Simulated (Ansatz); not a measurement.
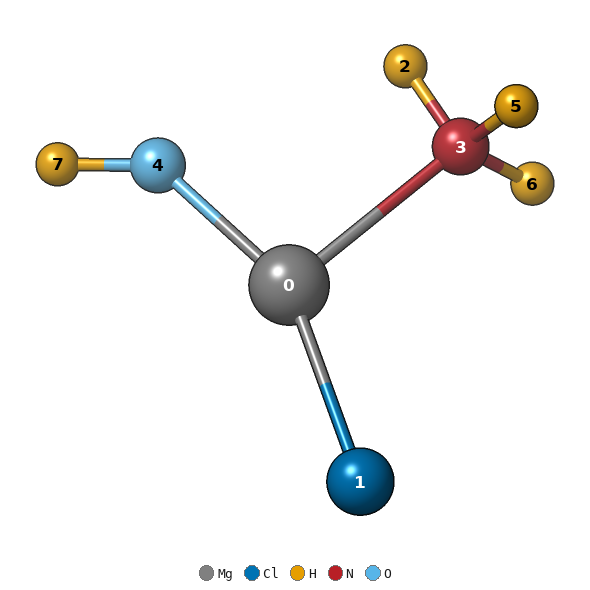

The structure as it stands in the input. Atoms are numbered from 0, in the order of the input.

The calculation was set up as follows.

```yaml
crystal:
  periodic: [false, false, false]
  atoms:
    - {symbol: Mg, position_ang: [-0.776632, 0.557064, 0.076619]}
    - {symbol: Cl, position_ang: [-2.585987, 0.342094, -1.181595]}
    - {symbol: H, position_ang: [0.876926, -0.996974, 1.159614]}
    - {symbol: N, position_ang: [0.089249, -1.324276, 0.604981]}
    - {symbol: O, position_ang: [0.486913, 1.492583, 0.982967]}
    - {symbol: H, position_ang: [-0.475907, -1.936288, 1.182317]}
    - {symbol: H, position_ang: [0.447382, -1.887061, -0.158195]}
    - {symbol: H, position_ang: [0.681654, 2.409097, 1.150497]}
basis:
  gaussian: {orbitals: def2-TZVP}
hamiltonian: {xc: pbe0, dispersion: d4}
phonons: {temperatures: {t_min: 298.15, t_max: 900, t_step: 200}}
```

Result (its end):

```
mean field -21564.74994701 eV, -792.4899434403 hartree, gradient 9.5e-7 eV, S^2 0.000000; 0 other end points of the search recorded, 0 dependent functions left out
the calculation of the forces begins
reference -21564.74997928 eV, -792.4899446260 hartree; 24, 24 occupied and 131, 131 virtual orbitals, 1038 factors
these checks for a lower state are left out or cut short: stability, starts, cluster_reference, orbital_swaps, neighbouring_geometries, increment
1038 factors; their error is unknown
mean field -21564.75011204 eV, -792.4899495050 hartree, gradient 9.4e-7 eV, S^2 0.000000; 0 other end points of the search recorded, 0 dependent functions left out
the calculation of the forces begins
reference -21564.75014432 eV, -792.4899506912 hartree; 24, 24 occupied and 131, 131 virtual orbitals, 1038 factors
these checks for a lower state are left out or cut short: stability, starts, cluster_reference, orbital_swaps, neighbouring_geometries, increment
1038 factors; their error is unknown
mean field -21564.75010881 eV, -792.4899493863 hartree, gradient 9.5e-7 eV, S^2 0.000000; 0 other end points of the search recorded, 0 dependent functions left out
the calculation of the forces begins
reference -21564.75014109 eV, -792.4899505723 hartree; 24, 24 occupied and 131, 131 virtual orbitals, 1038 factors
Total energy: -21564.85177796 eV, -792.4936856585 hartree
Atom 0 at    -0.776632     0.557064     0.076619 Å, force     0.001001    -0.000032     0.000501 eV/Å
Atom 1 at    -2.585987     0.342094    -1.181595 Å, force     0.000170     0.000018     0.000329 eV/Å
Atom 2 at     0.876926    -0.996974     1.159614 Å, force     0.000639     0.001110     0.000291 eV/Å
Atom 3 at     0.089249    -1.324276     0.604981 Å, force    -0.000384     0.002498    -0.003178 eV/Å
Atom 4 at     0.486913     1.492583     0.982967 Å, force     0.000277     0.001721     0.000208 eV/Å
Atom 5 at    -0.475907    -1.936288     1.182317 Å, force    -0.002985    -0.002900     0.003632 eV/Å
Atom 6 at     0.447382    -1.887061    -0.158195 Å, force     0.001800    -0.001241    -0.001534 eV/Å
Atom 7 at     0.681654     2.409097     1.150497 Å, force    -0.000517    -0.001174    -0.000249 eV/Å
Dipole moment:     0.660014    -0.710870     0.429957 e Å
Vibrations: 70.24 95.55 137.54 144.77 330.12 354.56 419.46 478.12 535.20 571.11 746.22 1193.66 1655.56 1662.87 3482.57 3598.85 3618.10 4005.55 cm⁻¹, zero-point energy 1.432020 eV
```
